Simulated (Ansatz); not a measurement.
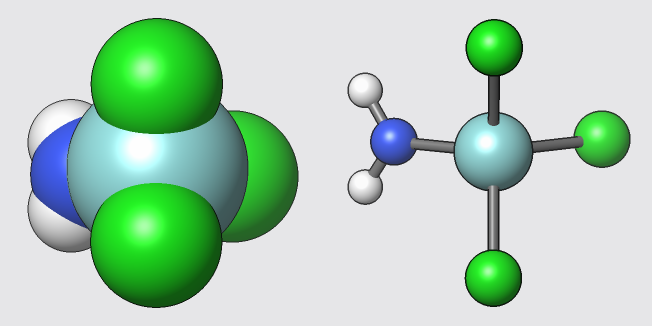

Both panels show the same species. Colours: nitrogen blue, zirconium light teal, chlorine green, hydrogen white.

Charge 0, singlet. The computed structure is the end point of a PBE0-D4/def2-TZVP optimisation.

Question: Count the atoms of each element.

Answer: Cl₃H₂NZr, 7 atoms: 3 chlorine, 2 hydrogen, 1 nitrogen and 1 zirconium.

Question: Count the bonded pairs by element.

Answer: 3 Cl–Zr, 2 N–H, 1 N–Zr.

The parts below concern this one geometry. Atoms keep their numbers from picture to picture.

Geometry

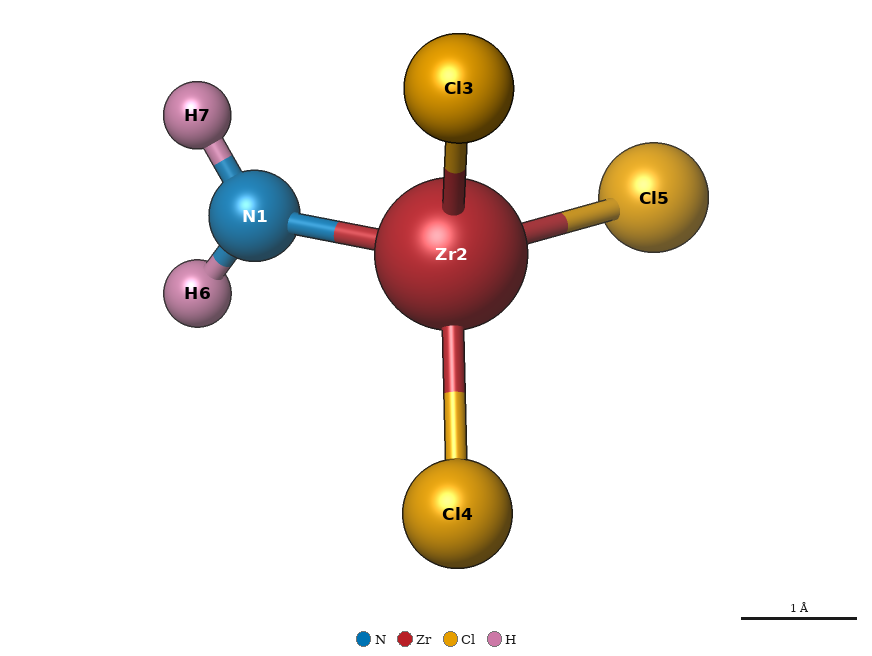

Atoms carry their numbers in the input.

Estimate the angles Zr2–N1–H6, H6–N1–H7, N1–Zr2–Cl3, N1–Zr2–Cl5, Cl3–Zr2–Cl4, Cl3–Zr2–Cl5.

| angle | degrees |
| --- | --- |
| Zr2–N1–H6 | 125.3 |
| H6–N1–H7 | 109.4 |
| N1–Zr2–Cl3 | 107.1 |
| N1–Zr2–Cl5 | 108.7 |
| Cl3–Zr2–Cl4 | 114.6 |
| Cl3–Zr2–Cl5 | 109.6 |

Vibrations

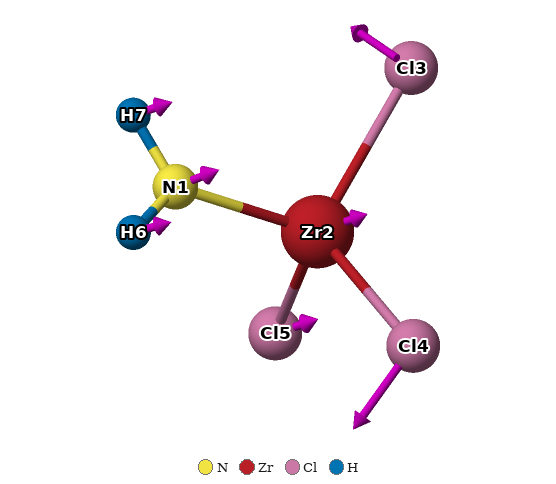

The arrows show one normal mode. Harmonic vibrations computed with RKS PBE0-D4/def2-TZVP, core potentials on Zr (Ansatz 0.2.0) at a stationary point of the same level.

Question: Describe the motion.

Answer: Mostly Cl–Zr–Cl bending.

Question: At what wavenumber does it lie?

Answer: 93 cm⁻¹; it is mode 2 of 15 counted from the lowest.

Dipole moment

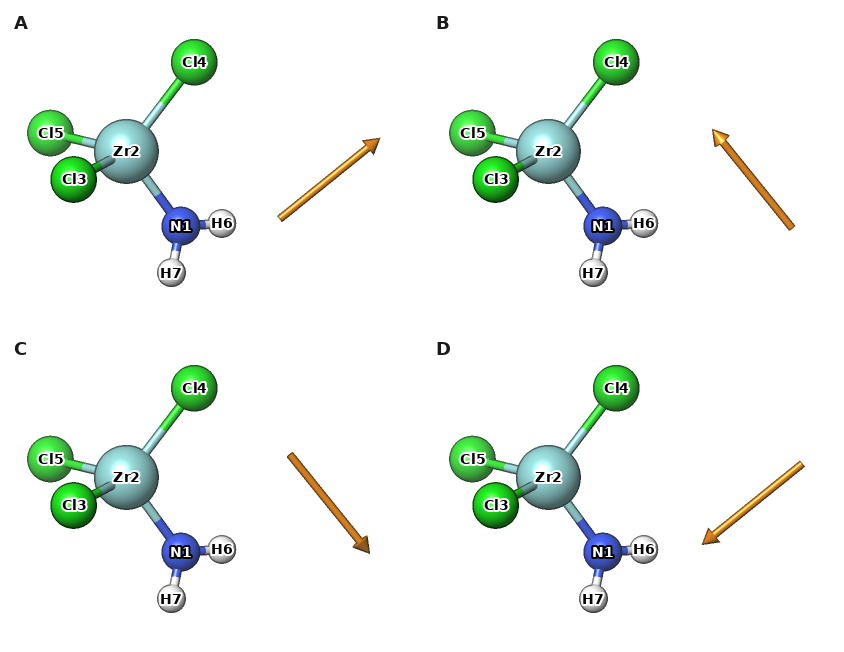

The same molecule four times, each with an arrow. Level of theory: RKS PBE0-D4/def2-TZVP, core potentials on Zr (Ansatz 0.2.0).

Question: Which arrow points along the dipole moment, from the negative to the positive end?

Answer: C. The dipole moment is 2.89 D; it points from the side of Cl5 to the side of H6, H7 (the outermost atoms at the two ends).

Levels of theory compared

Program: Ansatz 0.2.0.

Tabulate HOMO–LUMO gap (eV) at these levels: HSE06 (plane-wave form)-D4/def2-TZVPP; PBE0-D4/def2-TZVPP; SPW92 (LDA)/def2-TZVPP; r2SCAN-D4/def2-TZVPP; r2SCAN0-D4/def2-TZVPP; revPBE-D4/def2-TZVPP; ωB97M-V/def2-QZVPP; ωB97M-V/def2-TZVPP; ωB97X-V/def2-TZVPP.

| level | HOMO–LUMO gap (eV) |
| --- | --- |
| HSE06 (plane-wave form)-D4/def2-TZVPP | 5.47 |
| PBE0-D4/def2-TZVPP | 6.25 |
| SPW92 (LDA)/def2-TZVPP | 3.99 |
| r2SCAN-D4/def2-TZVPP | 4.50 |
| r2SCAN0-D4/def2-TZVPP | 6.58 |
| revPBE-D4/def2-TZVPP | 4.05 |
| ωB97M-V/def2-QZVPP | 10.67 |
| ωB97M-V/def2-TZVPP | 10.68 |
| ωB97X-V/def2-TZVPP | 10.86 |
